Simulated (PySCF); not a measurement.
# HOF (hypofluorous acid): levels of theory compared

We compute a comparison of 5 runs (HF/3-21G, B3LYP/6-31G*, B3LYP/aug-cc-pVTZ, BLYP/aug-cc-pVTZ, revPBE/aug-cc-pVTZ) of HOF (hypofluorous acid). The job is set up through a Python script.

The results are computed with PySCF 2.14.0.

1 further run of the same task is left out (set aside as unsound or not needed).

## Step 1: The system as given

The species is HOF (3 atoms), meant as a singlet with charge 0. As SMILES, `OF`. The shape is that of a GFN2-xTB optimisation.

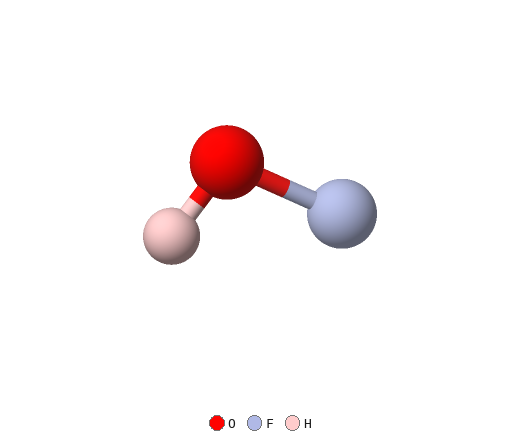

Viewed from a chosen angle; oxygen red, fluorine light blue, hydrogen pink.

## Step 2: A single-point energy at HF/3-21G (run 1)

File calc.py:

```python
# hypofluorous acid
from pyscf import gto

mol = gto.M(
    atom='O 0.414430 -0.197140 0.208800; F -0.212000 1.020440 -0.004820; H -0.202430 -0.823300 -0.203980',
    verbose=3,
    max_memory=1860,
    basis='3-21g',
)

mf = mol.RHF()
mf.conv_tol = 1e-10
mf.kernel()
if not mf.converged:
    mf = mf.newton().run(mf.mo_coeff, mf.mo_occ)

e_tot = mf.e_tot
print('Final energy', e_tot)
```

Launch:

```console
$ OMP_NUM_THREADS=1 python calc.py
```

Standard output:

```text
converged SCF energy = -173.797944434425
Final energy -173.79794443442523
```

It took 0.78 s on 1 thread of Arm Neoverse V1, shared host; peak memory 0.12 GiB.

## Step 3: The energy at B3LYP/6-31G(d) (spherical functions) (run 2)

File run.py:

```python
# hypofluorous acid
from pyscf import gto, dft

molecule = gto.Mole()
molecule.atom = [
    ('O', (0.414430, -0.197140, 0.208800)),
    ('F', (-0.212000, 1.020440, -0.004820)),
    ('H', (-0.202430, -0.823300, -0.203980)),
]
molecule.basis = '6-31g*'
molecule.max_memory = 1860
molecule.verbose = 3
molecule.build()

mf = dft.RKS(molecule)
mf.xc = 'b3lyp'
mf.conv_tol = 1e-10
mf.grids.level = 5
mf.kernel()
if not mf.converged:
    mf = mf.newton().run(mf.mo_coeff, mf.mo_occ)

etot = mf.e_tot
print('E(%s) = %.9f' % ('B3LYP', etot))
```

Launch:

```console
$ OMP_NUM_THREADS=1 python run.py
```

Standard output:

```text
converged SCF energy = -175.517580920932
E(B3LYP) = -175.517580921
```

Wall time 2.4 s (1 thread of Arm Neoverse V1, shared host); peak memory 0.2 GiB.

Runs 3 to 4 aren't shown in full; the table further down has their settings and results.

## Step 4: The energy at revPBE/aug-cc-pVTZ (run 5)

File input.py:

```python
# hypofluorous acid
from pyscf import gto, dft

mol = gto.Mole()
mol.atom = '''
O      0.783159    -0.372541     0.394575
F     -0.400622     1.928352    -0.009108
H     -0.382537    -1.555812    -0.385466
'''
mol.basis = 'aug-cc-pvtz'
mol.spin = 0
mol.unit = 'bohr'
mol.verbose = 3
mol.max_memory = 1860
mol.build()

myscf = dft.RKS(mol, xc='revpbe')
myscf.grids.level = 5
myscf.conv_tol = 1e-10
myscf.kernel()
if not myscf.converged:
    myscf = myscf.newton().run(myscf.mo_coeff, myscf.mo_occ)

e_tot = myscf.e_tot
print('E = %.10f Eh' % e_tot)
```

Launch:

```console
$ OMP_NUM_THREADS=1 python input.py
```

Standard output:

```text
converged SCF energy = -175.560781850119
E = -175.5607818501 Eh
```

Run time: 9 s. Hardware: 1 thread of Arm Neoverse V1, shared host; peak memory 0.58 GiB.

## Step 5: All runs side by side

```
run                               level  integration grid  energy (Eh)  dipole moment (D)  HOMO energy (eV)  LUMO energy (eV)  wall time
  1                            HF/3-21G                 –  -173.797944               2.40            -14.00              5.98     0.78 s
  2  B3LYP/6-31G* (spherical functions)                 5  -175.517581               1.98             -8.13             -0.29      2.4 s
  3                   B3LYP/aug-cc-pVTZ                 5  -175.611734               1.91             -8.91             -1.39      9.9 s
  4                    BLYP/aug-cc-pVTZ                 5  -175.601806               1.84             -7.10             -2.51      8.7 s
  5                  revPBE/aug-cc-pVTZ                 5  -175.560782               1.81             -7.04             -2.41        9 s
```

## Step 6: Summary of results

```
            quantity          value
 run 5: total energy  -175.56078 Eh
run 5: dipole moment         1.81 D
  run 5: HOMO energy       -7.04 eV
  run 5: LUMO energy       -2.41 eV
run 5: HOMO–LUMO gap        4.62 eV
```

The dipole moment (its size) runs from 1.81 D (revPBE/aug-cc-pVTZ) to 2.40 D (HF/3-21G). The two ends differ in method and basis. The HOMO–LUMO gap runs from 4.59 eV (BLYP/aug-cc-pVTZ) to 19.98 eV (HF/3-21G). Totals of different functionals can't be ranked against each other. All runs together took 31 s, the longest 9.9 s.
